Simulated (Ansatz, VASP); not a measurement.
# Cross-check of FeGe between VASP and Ansatz

Wanted: the spread between two codes on one cell, functional and k mesh. The cell comes out of the VASP series on this material, whose earlier steps may have relaxed, scaled or displaced it; both programs get it as it stands.

Method: plane waves, with VASP 6.6.1 beside it; relaxation of cell and atoms at PBEsol, DFT+U and single point at PBEsol, DFT+U, in Ansatz 0.2.0.

## 1. The structure

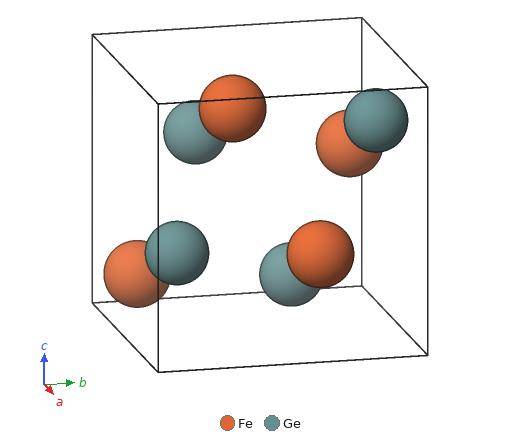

The starting structure, seen slightly off an axis (iron orange, germanium teal).

As a file:

```xyz
8
Lattice="4.7517 0.0000 0.0000 0.0000 4.7517 0.0000 0.0000 0.0000 4.7517" Properties=species:S:1:pos:R:3 pbc="T T T"
Fe    0.6393    0.6393    0.6393
Fe    1.7366    4.1124    3.0151
Fe    3.0151    1.7366    4.1124
Fe    4.1124    3.0151    1.7366
Ge    4.0177    4.0177    4.0177
Ge    3.1098    0.7340    1.6419
Ge    1.6419    3.1098    0.7340
Ge    0.7340    1.6419    3.1098
```

## 2. VASP: relaxation of cell and atoms, PBEsol, DFT+U

The relaxed volume is the usual yardstick between codes: its relative difference is about their pressure difference at one cell divided by the bulk modulus.

Lines of VASP's logs that name or quote its potential files are left out, and so is its time.

INCAR reads:

```
SYSTEM = FeGe
PREC = Accurate
ENCUT = 410
EDIFF = 1E-06
NELM = 100
ISMEAR = 0
SIGMA = 0.05
LREAL = .FALSE.
ALGO = Normal
GGA = PS
NBANDS = 58
ISPIN = 2
MAGMOM = 3 3 3 3 0 0 0 0
LDAU = .TRUE.
LDAUTYPE = 2
LDAUL = 2 -1
LDAUU = 3 0
LDAUJ = 0 0
LDAUPRINT = 1
LASPH = .TRUE.
LMAXMIX = 4
LORBIT = 11
LWAVE = .FALSE.
LCHARG = .FALSE.
KPAR = 4
IBRION = 2
NSW = 60
ISIF = 3
EDIFFG = -0.01
```

POSCAR reads:

```
FeGe
1.0
    4.7516557603      0.0000000000      0.0000000000
    0.0000000000      4.7516557603      0.0000000000
    0.0000000000      0.0000000000      4.7516557603
Fe Ge
4 4
Direct
    0.1345345994      0.1345345994      0.1345345994
    0.3654654006      0.8654654006      0.6345345994
    0.6345345994      0.3654654006      0.8654654006
    0.8654654006      0.6345345994      0.3654654006
    0.8455337496      0.8455337496      0.8455337496
    0.6544662504      0.1544662504      0.3455337496
    0.3455337496      0.6544662504      0.1544662504
    0.1544662504      0.3455337496      0.6544662504
```

KPOINTS reads:

```
Automatic mesh
0
Gamma
5 5 5
0 0 0
```

The projector-augmented-wave data sets are Fe and Ge_d (PBE family, release 64).

Command:

```
mpirun -np 4 vasp_std
```

Numbers of over 12 decimals in the logs are rounded to 6 here.

Output:

```text
[banner, memory and clock lines left out]
running    4 mpi-ranks, on    1 nodes
 distrk:  each k-point on    1 cores,    4 groups
 distr:  one band on    1 cores,    1 groups

 POSCAR found type information on POSCAR FeGe
 POSCAR found :  2 types and       8 ions
|                                                                             |
|               ----> ADVICE to this user running VASP <----                  |
|                                                                             |
|     You enforced a specific xc type in the INCAR file but a different       |
|     [... a line on the potential file left out ...]
|     I HOPE YOU KNOW WHAT YOU ARE DOING!                                     |
|                                                                             |

 LDA part: xc-table for (Slater+PW92), standard interpolation
 POSCAR, INCAR and KPOINTS ok, starting setup
 FFT: planning ... GRIDC
 FFT: planning ... GRID_SOFT
 FFT: planning ... GRID
 WAVECAR not read
 entering main loop
       N       E                     dE             d eps       ncg     rms          rms(c)
DAV:   1     0.900745088584E+03    0.90075E+03   -0.30877E+04  2958   0.348E+03
DAV:   2     0.139758402423E+03   -0.76099E+03   -0.72127E+03  2552   0.827E+02
DAV:   3    -0.363231334866E+02   -0.17608E+03   -0.16474E+03  2552   0.242E+02
DAV:   4    -0.505013246597E+02   -0.14178E+02   -0.13826E+02  3058   0.796E+01
DAV:   5    -0.508486221227E+02   -0.34730E+00   -0.34606E+00  2942   0.140E+01    0.262E+01
DAV:   6    -0.526595788955E+02   -0.18110E+01   -0.72208E+01  3136   0.772E+01    0.304E+01
DAV:   7    -0.454956340179E+02    0.71639E+01   -0.23391E+01  2870   0.527E+01    0.860E+00
DAV:   8    -0.457867882447E+02   -0.29115E+00   -0.24467E+00  3158   0.743E+00    0.465E+00
DAV:   9    -0.457711412404E+02    0.15647E-01   -0.29238E-01  3422   0.464E+00    0.157E+00
DAV:  10    -0.457974031292E+02   -0.26262E-01   -0.66469E-02  3010   0.183E+00    0.678E-01
DAV:  11    -0.458168256625E+02   -0.19423E-01   -0.18985E-02  3044   0.966E-01    0.422E-01
DAV:  12    -0.458261698803E+02   -0.93442E-02   -0.79507E-03  2968   0.446E-01    0.265E-01
DAV:  13    -0.458298359592E+02   -0.36661E-02   -0.54825E-03  3268   0.372E-01    0.128E-01
DAV:  14    -0.458300389865E+02   -0.20303E-03   -0.13746E-03  2764   0.247E-01    0.575E-02
DAV:  15    -0.458300635906E+02   -0.24604E-04   -0.66332E-05  2664   0.538E-02    0.249E-02
DAV:  16    -0.458300667552E+02   -0.31645E-05   -0.18316E-05  2910   0.252E-02    0.967E-03
DAV:  17    -0.458300675570E+02   -0.80181E-06   -0.53263E-06  1974   0.158E-02
   1 F= -.45830068E+02 E0= -.45827921E+02  d E =-.458301E+02  mag=     9.3147
 curvature:   0.00 expect dE= 0.000E+00 dE for cont linesearch  0.000E+00
 trial: gam= 0.00000 g(F)=  0.224E-04 g(S)=  0.477E-04 ort = 0.000E+00 (trialstep = 0.100E+01)
 search vector abs. value=  0.701E-04
 reached required accuracy - stopping structural energy minimisation
```

From OUTCAR (step 2):

```text
ion  position               nearest neighbor table
   1  0.135  0.135  0.135-   5 2.38   6 2.49   7 2.49   8 2.49   7 2.67   8 2.67   6 2.67   2 2.91
                             3 2.91   2 2.91   3 2.91   4 2.91   4 2.91
   2  0.365  0.865  0.635-   6 2.38   5 2.49   7 2.49   8 2.49   7 2.67   8 2.67   5 2.67   1 2.91
                             1 2.91   4 2.91   4 2.91   3 2.91   3 2.91
   3  0.635  0.365  0.865-   7 2.38   6 2.49   5 2.49   8 2.49   8 2.67   6 2.67   5 2.67   4 2.91
                             1 2.91   4 2.91   1 2.91   2 2.91   2 2.91
   4  0.865  0.635  0.365-   8 2.38   6 2.49   7 2.49   5 2.49   6 2.67   5 2.67   7 2.67   3 2.91
                             2 2.91   2 2.91   3 2.91   1 2.91   1 2.91
   5  0.846  0.846  0.846-   1 2.38   2 2.49   3 2.49   4 2.49   3 2.67   4 2.67   2 2.67
   6  0.654  0.154  0.346-   2 2.38   1 2.49   3 2.49   4 2.49   3 2.67   4 2.67   1 2.67
   7  0.346  0.654  0.154-   3 2.38   2 2.49   1 2.49   4 2.49   4 2.67   2 2.67   1 2.67
   8  0.154  0.346  0.654-   4 2.38   2 2.49   3 2.49   1 2.49   2 2.67   1 2.67   3 2.67

  LATTYP: Found a simple cubic cell.
 ALAT       =     4.7516557603

 Subroutine GETGRP returns: Found 12 space group operations
 (whereof  3 operations were pure point group operations)

The static configuration has the point symmetry C_3 .
 The point group associated with its full space group is T   .

 Found     11 irreducible k-points:

   k-points           NKPTS =     11   k-points in BZ     NKDIM =     11   number of bands    NBANDS=     58

   dimension x,y,z NGX =    32 NGY =   32 NGZ =   32
   dimension x,y,z NGXF=    64 NGYF=   64 NGZF=   64

   ENCUT  =  410.0 eV  30.13 Ry    5.49 a.u.   7.85  7.85  7.85*2*pi/ulx,y,z

   NELECT =      88.0000    total number of electrons

 k-points in reciprocal lattice and weights: Automatic mesh
   0.00000000  0.00000000  0.00000000       0.008
   0.20000000  0.00000000  0.00000000       0.048
   0.40000000  0.00000000  0.00000000       0.048
   0.20000000  0.20000000  0.00000000       0.096
   0.40000000  0.20000000  0.00000000       0.096
  -0.20000000  0.40000000  0.00000000       0.096
   0.40000000  0.40000000  0.00000000       0.096
   0.20000000  0.20000000  0.20000000       0.064
   0.40000000  0.20000000  0.20000000       0.192
   0.40000000  0.40000000  0.20000000       0.192
   0.40000000  0.40000000  0.40000000       0.064

atom =   1  type =  1  l = 2

 onsite density matrix

spin component  1

  0.8960 -0.0137 -0.0030 -0.0137 -0.0024
 -0.0137  0.8960  0.0036 -0.0137 -0.0014
 -0.0030  0.0036  0.9052 -0.0006  0.0000
 -0.0137 -0.0137 -0.0006  0.8960  0.0038
 -0.0024 -0.0014  0.0000  0.0038  0.9052

spin component  2

  0.5014  0.0576  0.0079  0.0576  0.0281
  0.0576  0.5014 -0.0283  0.0576 -0.0072
  0.0079 -0.0283  0.1979  0.0204 -0.0000
  0.0576  0.0576  0.0204  0.5014 -0.0209
  0.0281 -0.0072 -0.0000 -0.0209  0.1979

 occupancies and eigenvectors

  o =  0.1928  v =  0.0000  0.0000  0.0000  0.0000  0.0000 -0.0748  0.1133  0.8985 -0.0385  0.4156      0.0000  0.0000  0.0000  0.0000  0.0000  0.0000  0.0000  0.0000  0.0000  0.0000
  o =  0.1928  v =  0.0000  0.0000  0.0000  0.0000  0.0000 -0.0876 -0.0210 -0.4156  0.1086  0.8985      0.0000  0.0000  0.0000  0.0000  0.0000  0.0000  0.0000  0.0000  0.0000  0.0000
  o =  0.4490  v =  0.0000  0.0000  0.0000  0.0000  0.0000  0.1217 -0.7529  0.1400  0.6312 -0.0172      0.0000  0.0000  0.0000  0.0000  0.0000  0.0000  0.0000  0.0000  0.0000  0.0000
  o =  0.4490  v =  0.0000  0.0000  0.0000  0.0000  0.0000  0.7991 -0.2942  0.0172 -0.5049  0.1400      0.0000  0.0000  0.0000  0.0000  0.0000  0.0000  0.0000  0.0000  0.0000  0.0000
  o =  0.6166  v =  0.0000  0.0000  0.0000  0.0000  0.0000 -0.5774 -0.5774 -0.0000 -0.5774  0.0000      0.0000  0.0000  0.0000  0.0000  0.0000  0.0000  0.0000  0.0000  0.0000  0.0000
  o =  0.8686  v = -0.5774 -0.5774 -0.0000 -0.5774  0.0000  0.0000  0.0000  0.0000  0.0000  0.0000      0.0000  0.0000  0.0000  0.0000  0.0000  0.0000  0.0000  0.0000  0.0000  0.0000
  o =  0.9022  v =  0.0390  0.3555 -0.4703 -0.3945  0.7038  0.0000  0.0000  0.0000  0.0000  0.0000      0.0000  0.0000  0.0000  0.0000  0.0000  0.0000  0.0000  0.0000  0.0000  0.0000
  o =  0.9022  v = -0.4330  0.2503 -0.7038  0.1828 -0.4703  0.0000  0.0000  0.0000  0.0000  0.0000      0.0000  0.0000  0.0000  0.0000  0.0000  0.0000  0.0000  0.0000  0.0000  0.0000
  o =  0.9126  v =  0.1686  0.4962  0.2232 -0.6647 -0.4835  0.0000  0.0000  0.0000  0.0000  0.0000      0.0000  0.0000  0.0000  0.0000  0.0000  0.0000  0.0000  0.0000  0.0000  0.0000
  o =  0.9126  v =  0.6702 -0.4811 -0.4835 -0.1891 -0.2232  0.0000  0.0000  0.0000  0.0000  0.0000      0.0000  0.0000  0.0000  0.0000  0.0000  0.0000  0.0000  0.0000  0.0000  0.0000

atom =   2  type =  1  l = 2

 onsite density matrix

spin component  1

  0.8960  0.0137 -0.0030  0.0137 -0.0024
  0.0137  0.8960 -0.0036 -0.0137  0.0014
 -0.0030 -0.0036  0.9052  0.0006  0.0000
[...]
o =  0.4490  v =  0.0000  0.0000  0.0000  0.0000  0.0000 -0.6252 -0.1311 -0.0566 -0.7563  0.1292      0.0000  0.0000  0.0000  0.0000  0.0000  0.0000  0.0000  0.0000  0.0000  0.0000
  o =  0.6166  v =  0.0000  0.0000  0.0000  0.0000  0.0000 -0.5774 -0.5774 -0.0000  0.5774 -0.0000      0.0000  0.0000  0.0000  0.0000  0.0000  0.0000  0.0000  0.0000  0.0000  0.0000
  o =  0.8686  v =  0.5774  0.5774 -0.0000 -0.5774 -0.0000  0.0000  0.0000  0.0000  0.0000  0.0000      0.0000  0.0000  0.0000  0.0000  0.0000  0.0000  0.0000  0.0000  0.0000  0.0000
  o =  0.9022  v =  0.2735 -0.4294 -0.8276 -0.1559  0.1777  0.0000  0.0000  0.0000  0.0000  0.0000      0.0000  0.0000  0.0000  0.0000  0.0000  0.0000  0.0000  0.0000  0.0000  0.0000
  o =  0.9022  v =  0.3380  0.0679 -0.1777  0.4059 -0.8276  0.0000  0.0000  0.0000  0.0000  0.0000      0.0000  0.0000  0.0000  0.0000  0.0000  0.0000  0.0000  0.0000  0.0000  0.0000
  o =  0.9126  v = -0.4536  0.6784 -0.5243  0.2247  0.0932  0.0000  0.0000  0.0000  0.0000  0.0000      0.0000  0.0000  0.0000  0.0000  0.0000  0.0000  0.0000  0.0000  0.0000  0.0000
  o =  0.9126  v = -0.5214 -0.1322 -0.0932 -0.6536 -0.5243  0.0000  0.0000  0.0000  0.0000  0.0000      0.0000  0.0000  0.0000  0.0000  0.0000  0.0000  0.0000  0.0000  0.0000  0.0000

 average (electrostatic) potential at core
       1 -41.4442       2 -41.4442       3 -41.4442       4 -41.4442       5 -71.1972
       6 -71.1972       7 -71.1972       8 -71.1972

 E-fermi :   7.8048

 spin component 1
 k-point     1 :       0.0000    0.0000    0.0000
  band No.  band energies     occupation
    ...
     43       5.0863      1.00000
     44       5.0863      1.00000
     45       5.3352      1.00000
     46       5.3352      1.00000
     47       5.3352      1.00000
     48       8.3871      0.00000
     49       8.3871      0.00000
     50       8.3871      0.00000
     51       9.4682      0.00000
     52       9.4682      0.00000
    ...

 k-point     2 :       0.2000    0.0000    0.0000
  band No.  band energies     occupation
    ...
     45       5.2813      1.00000
     46       5.3687      1.00000
     47       6.7688      1.00000
     48       7.3465      1.00000
     49       7.8004      0.54895
     50       8.2531      0.00000
     51       8.3886      0.00000
     52       9.9130      0.00000
     53      10.5168      0.00000
     54      10.5553      0.00000
    ...

 k-point     3 :       0.4000    0.0000    0.0000
  band No.  band energies     occupation
    ...
     46       5.4144      1.00000
     47       6.8477      1.00000
     48       7.1588      1.00000
     49       7.2682      1.00000
     50       7.3305      1.00000
     51       9.3530      0.00000
     52      10.5836      0.00000
     53      11.0695      0.00000
     54      11.1043      0.00000
     55      11.3255      0.00000
    ...

 k-point     4 :       0.2000    0.2000    0.0000
  band No.  band energies     occupation
    ...
     45       5.3341      1.00000
     46       5.8995      1.00000
     47       6.5656      1.00000
     48       7.2780      1.00000
     49       7.5381      1.00000
     50       8.4310      0.00000
     51       8.6233      0.00000
     52       9.1943      0.00000
     53      10.5026      0.00000
     54      10.8291      0.00000
    ...

 k-point     5 :       0.4000    0.2000    0.0000
  band No.  band energies     occupation
    ...
     44       5.0197      1.00000
     45       5.2454      1.00000
     46       5.3724      1.00000
     47       6.7512      1.00000
     48       6.8699      1.00000
     49       8.0097      0.00000
     50       8.4667      0.00000
     51       8.6386      0.00000
     52       9.6058      0.00000
     53      10.3640      0.00000
    ...

 k-point     6 :      -0.2000    0.4000    0.0000
  band No.  band energies     occupation
    ...
     45       5.2687      1.00000
     46       5.4222      1.00000
     47       6.8041      1.00000
     48       7.1775      1.00000
     49       7.6566      0.99999
     50       8.4038      0.00000
     51       9.1947      0.00000
     52       9.3233      0.00000
     53      10.0171      0.00000
     54      10.3416      0.00000
    ...

  Total       -0.0513733     -0.0513733     -0.0513733      0.0000000      0.0000000      0.0000000
  in kB       -0.7672074     -0.7672074     -0.7672074      0.0000000      0.0000000      0.0000000
  external PRESSURE =      -0.7672074 kB  Pullay stress =       0.0000000 kB

  energy-cutoff  :      410.00
  volume of cell :      107.28
      direct lattice vectors                 reciprocal lattice vectors
     4.751655760  0.000000000  0.000000000     0.210452956  0.000000000  0.000000000
     0.000000000  4.751655760  0.000000000     0.000000000  0.210452956  0.000000000
     0.000000000  0.000000000  4.751655760     0.000000000  0.000000000  0.210452956

 POSITION                                       TOTAL-FORCE (eV/Angst)
 -----------------------------------------------------------------------------------
      0.63926      0.63926      0.63926         0.004061      0.004061      0.004061
      1.73657      4.11239      3.01509        -0.004061     -0.004061      0.004061
      3.01509      1.73657      4.11239         0.004061     -0.004061     -0.004061
      4.11239      3.01509      1.73657        -0.004061      0.004061     -0.004061
      4.01769      4.01769      4.01769        -0.004709     -0.004709     -0.004709
      3.10980      0.73397      1.64186         0.004709      0.004709     -0.004709
      1.64186      3.10980      0.73397        -0.004709      0.004709      0.004709
      0.73397      1.64186      3.10980         0.004709     -0.004709      0.004709
 -----------------------------------------------------------------------------------
    total drift:                               -0.000001     -0.000002     -0.000000

  FREE ENERGIE OF THE ION-ELECTRON SYSTEM (eV)
  ---------------------------------------------------
  free  energy   TOTEN  =       -45.8300675570 eV

  energy  without entropy=      -45.8257748801  energy(sigma->0) =      -45.82792122

 reached required accuracy - stopping structural energy minimisation

 total charge
# of ion       s       p       d       tot
------------------------------------------
    1        0.377   0.478   6.369   7.224
    2        0.377   0.478   6.369   7.224
    3        0.377   0.478   6.369   7.224
    4        0.377   0.478   6.369   7.224
    5        1.150   1.214  10.087  12.451
    6        1.150   1.214  10.087  12.451
    7        1.150   1.214  10.087  12.451
    8        1.150   1.214  10.087  12.451
--------------------------------------------------
tot          6.110   6.769  65.823  78.702

 magnetization (x)
# of ion       s       p       d       tot
------------------------------------------
    1        0.003  -0.015   2.598   2.586
    2        0.003  -0.015   2.598   2.586
    3        0.003  -0.015   2.598   2.586
    4        0.003  -0.015   2.598   2.586
    5        0.009  -0.129  -0.014  -0.134
    6        0.009  -0.129  -0.014  -0.134
    7        0.009  -0.129  -0.014  -0.134
    8        0.009  -0.129  -0.014  -0.134
--------------------------------------------------
tot          0.049  -0.575  10.334   9.809

[... 6 further parts left out ...]
```

(Continued in part 2 of 3.)

[Lines on the potential files, build, host, timing and source positions are cut from VASP's logs without a mark.]

[Logs are printed without paths, hosts, clocks, repeated set-up lines and the standing remarks that a program may print on its own settings, such as how far it seeks lower states.]

[Hosts, paths, dates, database ids (printed as entryN), source tags and the programs' standing remarks are cut or masked in the printed files.]
